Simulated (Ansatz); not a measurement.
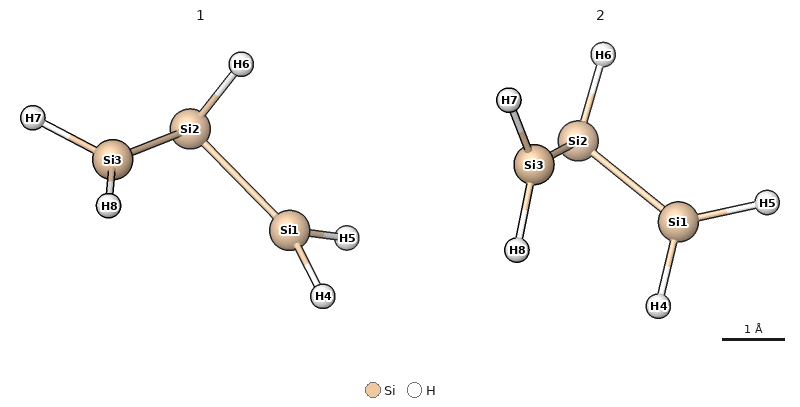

Two geometries of Si3H5 (charge +1), drawn at one scale. One is the start of a relaxation, the other its converged end. A ball-and-stick model, seen at a tilt.

All numbers below come from Ansatz, RKS PBE0-D4/def2-TZVP. Settings: force threshold 0.005 eV/Å; at most 200 steps.

### Which of the two is the end point?

Structure 2 is the relaxed one. The atom that moves furthest after the best rigid fit is H7 (1.53 Å). By element the largest moves are H 1.53 Å, Si 0.36 Å. Among the contacts that change: Si1–Si3 3.509 → 2.855 Å, Si1–Si2 2.323 → 2.219 Å, Si2–H6 1.519 → 1.485 Å, Si1–H5 1.467 → 1.479 Å. Among the angles between lasting bonds that change: Si2–Si1–H4 146.2° → 119.2°, Si1–Si2–H6 93.6° → 114.8°, Si1–Si2–Si3 98.1° → 80.1°. Groups turn about Si2–Si3 by about 75°, Si1–Si2 by about 70°. The energy falls by 32.8 kcal/mol in 18 geometry steps. Largest force component: 0.75 eV/Å at the start, 0.0015 eV/Å at the end.
